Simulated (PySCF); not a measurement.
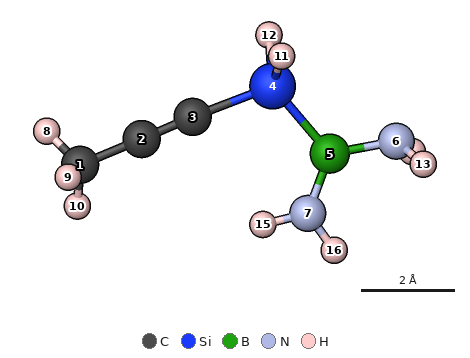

The structure (ball-and-stick view, seen at a tilt; atoms are numbered from 1 in the order of the input). Bond lengths as drawn: B–N 1.39 to 1.48 Å, B–Si 1.97 Å, C–C 1.21 to 1.45 Å, C–H 1.09 Å, C–Si 1.86 Å, H–N 1.01 Å and H–Si 1.48 Å.

**NMR shielding calculation of C3H9BN2Si**

- system: C3H9BN2Si, SMILES CC#C[SiH2]B(N)N
- method: GIAO revPBE/pcSseg-1 NMR shielding, non-relativistic, IEF-PCM benzene (PySCF 2.14.0)

The geometry comes from this level: GFN2-xTB. Figures and captions count atoms from 1; the log counts them from 0 in places.

### The input
```
{"job": {"kind": "nmr", "xc": "revPBE", "basis": "pcSseg-1", "solvent": "benzene", "pop": false}, "charge": 0, "multiplicity": 1}
C     -3.471451    -0.619397     0.600819
C     -2.239546     0.006287     0.161421
C     -1.224108     0.539685    -0.209696
Si     0.385633     1.297923    -0.753337
B      1.871244     0.126822    -0.211416
N      3.263740     0.473528    -0.565392
N      1.615554    -1.035114     0.508951
H     -4.267394    -0.420257    -0.116931
H     -3.766890    -0.221448     1.572012
H     -3.338507    -1.698553     0.687591
H      0.368333     2.650350    -0.155171
H      0.214209     1.512341    -2.205939
H      3.862877     0.610656     0.238575
H      3.715491    -0.218791    -1.149141
H      0.686949    -1.320403     0.776305
H      2.323867    -1.683629     0.821348
```

The first line tells a small driver script what to run in PySCF; the rest is the geometry in Å.

Machine: 1 CPU thread, shared host.

Launched with:
```bash
OMP_NUM_THREADS=1 python <driver script> task.json out
```

### What the program printed
```
coarse grid: 13672 points
cycle   1  E = -543.2425996539  dE =  5.687e-01  |g| = 7.610e-01  |ddm| = 3.842e+00
cycle   2  E = -543.0364335334  dE =  2.062e-01  |g| = 1.191e+00  |ddm| = 2.428e+00
cycle   3  E = -543.3734098637  dE = -3.370e-01  |g| = 2.183e-01  |ddm| = 1.772e+00
cycle   4  E = -543.3829476143  dE = -9.538e-03  |g| = 1.027e-01  |ddm| = 2.193e-01
cycle   5  E = -543.3853362786  dE = -2.389e-03  |g| = 3.668e-02  |ddm| = 1.021e-01
cycle   6  E = -543.3856588938  dE = -3.226e-04  |g| = 9.201e-03  |ddm| = 3.839e-02
cycle   7  E = -543.3856759048  dE = -1.701e-05  |g| = 4.184e-03  |ddm| = 1.037e-02
cycle   8  E = -543.3856797748  dE = -3.870e-06  |g| = 6.628e-04  |ddm| = 4.514e-03
final grid: 127096 points
cycle   9  E = -543.4224941811  dE = -3.524e-05  |g| = 1.420e-02  |ddm| = 5.633e-02
cycle  10  E = -543.4224063010  dE =  8.788e-05  |g| = 2.432e-02  |ddm| = 3.410e-02
cycle  11  E = -543.4225348331  dE = -1.285e-04  |g| = 4.683e-03  |ddm| = 2.113e-02
cycle  12  E = -543.4225402365  dE = -5.403e-06  |g| = 1.212e-03  |ddm| = 4.265e-03
cycle  13  E = -543.4225405460  dE = -3.095e-07  |g| = 4.424e-04  |ddm| = 1.137e-03
cycle  14  E = -543.4225405911  dE = -4.507e-08  |g| = 1.248e-04  |ddm| = 3.901e-04
cycle  15  E = -543.4225405945  dE = -3.414e-09  |g| = 1.820e-05  |ddm| = 1.326e-04
cycle  16  E = -543.4225405946  dE = -7.390e-11  |g| = 4.209e-06  |ddm| = 2.890e-05
```

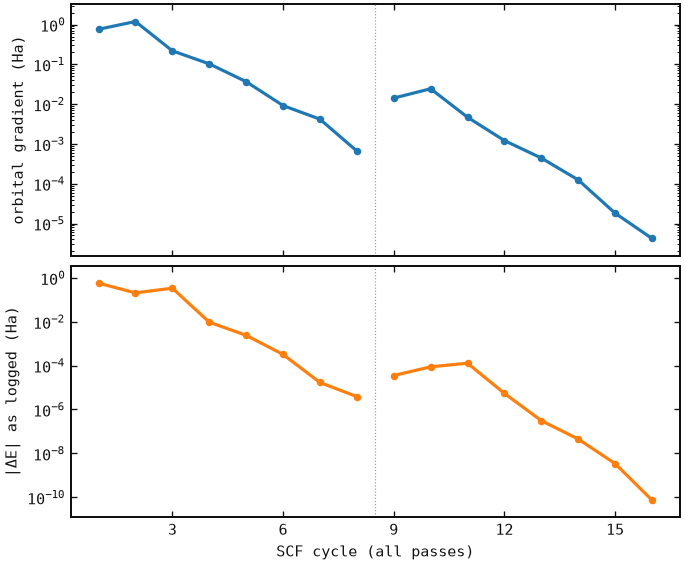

Convergence of the self-consistent field: orbital gradient and size of the energy change against the SCF cycle. The dotted line marks the change from a coarse to the final integration grid. The first 8 cycles use a coarse grid, the final grid takes over at cycle 9, and the field converges after 16 cycles in all.

```
converged SCF energy = -543.4225405946

GIAO shielding tensors (ppm)
atom      isotropic    diamagn.    paramagn.     s11        s22        s33       span
  0 C      176.081     252.547     -76.466    166.786    167.135    194.322     27.536
  1 C       74.625     272.616    -197.991    -19.985    -19.749    263.610    283.595
  2 C      103.834     259.567    -155.733     18.099     24.074    269.331    251.232
  3 Si     450.335     884.783    -434.449    423.972    443.859    483.173     59.201
  4 B       56.151     199.403    -143.252     26.800     38.835    102.818     76.018
  5 N      242.208     309.214     -67.005    188.556    254.639    283.430     94.874
  6 N      117.871     321.417    -203.546     -2.938    174.118    182.431    185.368
  7 H       29.565      26.084       3.481     24.634     27.887     36.175     11.541
  8 H       29.597      28.146       1.451     24.856     27.945     35.991     11.135
  9 H       29.645      30.923      -1.278     24.627     28.446     35.861     11.234
 10 H       27.562      29.916      -2.354     23.868     26.626     32.192      8.324
 11 H       27.575      29.937      -2.363     23.831     26.660     32.232      8.401
 12 H       31.767      28.402       3.365     25.936     27.425     41.940     16.005
 13 H       31.762      28.514       3.248     25.937     27.439     41.911     15.973
 14 H       26.177      36.302     -10.124     20.767     26.424     31.341     10.575
 15 H       26.850      32.261      -5.411     23.364     23.988     33.198      9.834
```

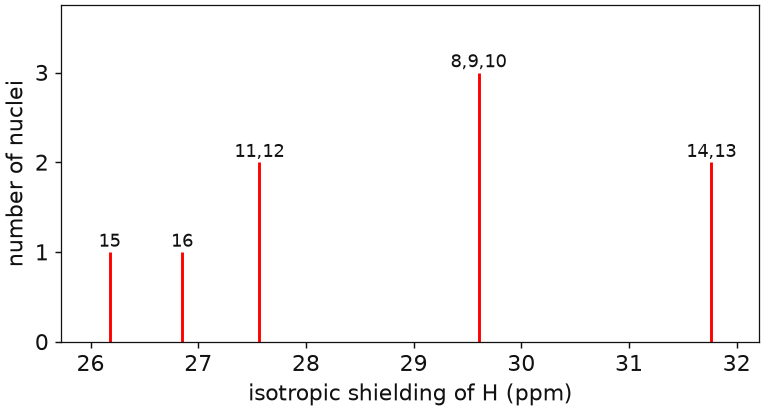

Isotropic shieldings of the hydrogen nuclei in this fixed geometry, labelled by atom number; shielding grows to the right, so chemical shift grows to the left. The least shielded is H15 (26.2 ppm), the most shielded H13 (31.8 ppm).

### Results in brief

| quantity | value |
| --- | --- |
| outcome | converged |
| total energy | −543.422541 hartree |
| HOMO | −5.16 eV |
| LUMO | −1.16 eV |
| dipole moment | 4.45 D |
| isotropic shielding, C | 74.6 to 176.1 ppm |
| isotropic shielding, Si | 450.3 ppm |
| isotropic shielding, B | 56.2 ppm |
| isotropic shielding, N | 117.9 to 242.2 ppm |
| isotropic shielding, H | 26.2 to 31.8 ppm |
| wall time | 15 s |
| peak memory | 0.72 GiB |
